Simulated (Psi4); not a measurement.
# CH5BS (SMILES CBS) at HF/6-311+G(d,p)

What is the energy change on altering one bond length of CH5BS at HF/6-311+G**? 

Program for the calculation: Psi4 1.11.

1 further run of the same task is left out (set aside as unsound or not needed).

**1. The structure to begin with**

The species is CH5BS (8 atoms), meant as a singlet with charge 0. SMILES: `CBS`. The coordinates come from a PBE0-D4/def2-TZVP relaxation. This is one conformer, not always the lowest.

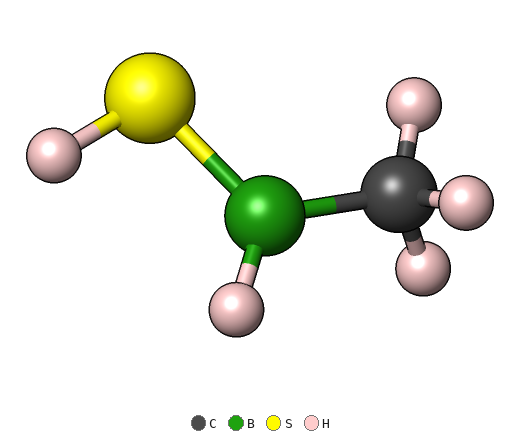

Viewed from a chosen angle; carbon dark grey, boron green, sulfur yellow, hydrogen pink.

**2. A single-point energy at HF/6-311+G(d,p)**

ch5bs.inp

```
memory 1.6 GB

molecule molecule1 {
  C     -1.19562972     1.60229878    -0.50228920
  B      0.64742017    -0.68370291    -0.29158474
  S      1.13024520    -2.16940559     2.69191486
  H     -2.67188377     1.17673246    -1.89180482
  H     -0.18292549     3.23974647    -1.26668342
  H     -2.10383209     2.16298052     1.26290397
  H      1.76179167    -1.48381295    -2.08587970
  H      2.78885781    -3.95274013     1.97816531
  units bohr
  symmetry c1
}

set {
  reference     rhf
  puream        true
  e_convergence 1e-09
  d_convergence 1e-08
  scf_type      pk
}

energy('hf/6-311+G**')
print_variables()
```

Launch:

```
$ psi4 ch5bs.inp ch5bs.out -n 1
```

ch5bs.out (excerpt; [...] marks lines left out):

```text
[...]
  Running in c1 symmetry.
[...]
  Nuclear repulsion =   88.433890312807449
[...]
  Multiplicity = 1
[...]
  Nalpha       = 16
  Nbeta        = 16
[...]
    Number of basis functions: 104
[...]
   @RHF iter   1:  -462.92553758276642   -5.68527e-01   4.47602e-03 DIIS/ADIIS
[...]
   @RHF iter  11:  -463.04855635264460   -1.38130e-11   7.11032e-09 DIIS
[...]
    Orbital Energies [Eh]
    ---------------------
    Doubly Occupied:
       1A    -91.955150     2A    -11.204205     3A     -8.960137
       4A     -7.623413     5A     -6.642434     6A     -6.641243
       7A     -6.640326     8A     -0.997755     9A     -0.944186
      10A     -0.655917    11A     -0.600072    12A     -0.553421
      13A     -0.529065    14A     -0.482077    15A     -0.440020
      16A     -0.394521
[...]
  @RHF Final Energy:  -463.04855635264460
   => Energetics <=
    Nuclear Repulsion Energy =             88.4338903128074492
    One-Electron Energy =                -812.4370075687774033
    Two-Electron Energy =                 260.9545609033253868
    Total Energy =                       -463.0485563526445958
[...]
 Multipole Moments:
 ------------------------------------------------------------------------------------
     Multipole            Electronic (a.u.)      Nuclear  (a.u.)        Total (a.u.)
 ------------------------------------------------------------------------------------
 L = 1.  Multiply by 2.5417464519 to convert [e a0] to [Debye]
 Dipole X            :          1.5670981           -1.4583187            0.1087794
 Dipole Y            :         -2.7755156            2.7550269           -0.0204888
 Dipole Z            :          2.9239800           -3.2890930           -0.3651130
 Magnitude           :                                                    0.3815236
[...]
```

Wall time 3 s (1 thread of Intel Xeon 6975P-C (Granite Rapids), shared host); peak memory 0.41 GiB.

**3. The distorted shape**

ch5bs.xyz

```xyz
8
CH5BS
C     -0.398312     0.915468    -0.045183
B      0.576988    -0.294232     0.066317
S      0.832488    -1.080432     1.645117
H     -1.413900     0.622700    -1.001100
H      0.137588     1.781968    -0.449683
H     -0.878912     1.212168     0.888917
H      1.166688    -0.717632    -0.883183
H      1.710188    -2.024132     1.267417
```

ch5bs.py

```python
import psi4

psi4.set_memory('1600 MB')
psi4.set_num_threads(1)
psi4.core.set_output_file('ch5bs.out', False)

with open('ch5bs.xyz') as f:
    atoms = ''.join(f.readlines()[2:])
geom = psi4.geometry('0 1\n' + atoms + 'symmetry c1\nno_reorient\nno_com')

options = {'basis': '6-311+G**', 'puream': True, 'e_convergence': 1e-09, 'd_convergence': 1e-08, 'scf_type': 'pk'}
psi4.set_options(options)

e_tot, wfn = psi4.energy('hf', molecule=geom, return_wfn=True)
psi4.oeprop(wfn, 'QUADRUPOLE', 'WIBERG_LOWDIN_INDICES', 'MULLIKEN_CHARGES', title='HF')
print('E =', round(e_tot, 9))
for k, v in sorted(psi4.core.scalar_variables().items()):
    print(f'{k:45s} {v:18.10f}')
```

Launch:

```
$ python ch5bs.py
```

ch5bs.out (excerpt; [...] marks lines left out):

```text
[...]
  Running in c1 symmetry.
[...]
  Nuclear repulsion =   87.388979428784126
[...]
  Multiplicity = 1
[...]
  Nalpha       = 16
  Nbeta        = 16
[...]
    Number of basis functions: 104
[...]
   @RHF iter   1:  -462.87748245170627   -6.73687e-01   4.41498e-03 DIIS/ADIIS
[...]
   @RHF iter  11:  -463.00780516895168   -2.55227e-11   9.08983e-09 DIIS
[...]
  @RHF Final Energy:  -463.00780516895168
   => Energetics <=
    Nuclear Repulsion Energy =             87.3889794287841255
    One-Electron Energy =                -810.2905729443983773
    Two-Electron Energy =                 259.8937883466625181
    Total Energy =                       -463.0078051689516769
[...]
 Multipole Moments:
 ------------------------------------------------------------------------------------
     Multipole            Electronic (a.u.)      Nuclear  (a.u.)        Total (a.u.)
 ------------------------------------------------------------------------------------
 L = 1.  Multiply by 2.5417464519 to convert [e a0] to [Debye]
 Dipole X            :        -27.2674442           27.4700567            0.2026126
 Dipole Y            :         23.4100772          -23.4140695           -0.0039923
 Dipole Z            :        -49.7918339           49.5197572           -0.2720767
 Magnitude           :                                                    0.3392543
 L = 2.  Multiply by 1.3450342976 to convert [e a0^2] to [Debye ang]
 Quadrupole XX       :        -94.5251472           74.2121003          -20.3130469
 Quadrupole XY       :         82.4584618          -83.6607135           -1.2022517
[...]
  Mulliken Charges: (a.u.)
   Center  Symbol    Alpha    Beta     Spin     Total
       1     C     3.25737  3.25737  0.00000 -0.51475
       2     B     2.45668  2.45668  0.00000  0.08665
       3     S     8.00559  8.00559  0.00000 -0.01118
       4     H     0.45021  0.45021  0.00000  0.09957
       5     H     0.42576  0.42576  0.00000  0.14848
       6     H     0.42880  0.42880  0.00000  0.14240
       7     H     0.49755  0.49755  0.00000  0.00490
       8     H     0.47804  0.47804  0.00000  0.04392
   Total alpha = 16.00000, Total beta = 16.00000, Total charge = -0.00000
[...]
```

Standard output:

```text
E = -463.007805169
CURRENT ENERGY                                   -463.0078051690
CURRENT REFERENCE ENERGY                         -463.0078051690
DD SOLVATION ENERGY                                 0.0000000000
HF KINETIC ENERGY                                 462.7279202528
HF POTENTIAL ENERGY                              -925.7357254217
HF TOTAL ENERGY                                  -463.0078051690
HF VIRIAL RATIO                                     2.0006048585
NUCLEAR REPULSION ENERGY                           87.3889794288
ONE-ELECTRON ENERGY                              -810.2905729444
PCM POLARIZATION ENERGY                             0.0000000000
PE ENERGY                                           0.0000000000
SCF ITERATION ENERGY                             -463.0078051690
SCF ITERATIONS                                     11.0000000000
SCF TOTAL ENERGY                                 -463.0078051690
TWO-ELECTRON ENERGY                               259.8937883467
```

Run time: 2.9 s. Hardware: 1 thread of Intel Xeon 6975P-C (Granite Rapids), shared host; peak memory 0.41 GiB.

**4. What came out**

Level: HF/6-311+G**.

| quantity | value |
| --- | --- |
| first shape: total energy | -463.04856 Eh |
| first shape: dipole moment | 0.97 D |
| first shape: HOMO energy | -10.74 eV |
| first shape: LUMO energy | 1.35 eV |
| first shape: HOMO–LUMO gap | 12.09 eV |
| distorted shape: total energy | -463.00781 Eh |
| distorted shape: dipole moment | 0.86 D |
| distorted shape: HOMO energy | -10.74 eV |
| distorted shape: LUMO energy | 1.30 eV |
| distorted shape: HOMO–LUMO gap | 12.04 eV |
| energy change with the C1–H4 bond stretched from 1.096 to 1.425 Å | 1.109 eV |

With the C1–H4 bond stretched from 1.096 to 1.425 Å the energy rises by 1.11 eV (26 kcal/mol). The first shape isn't relaxed at this level, so the change isn't measured from a minimum.
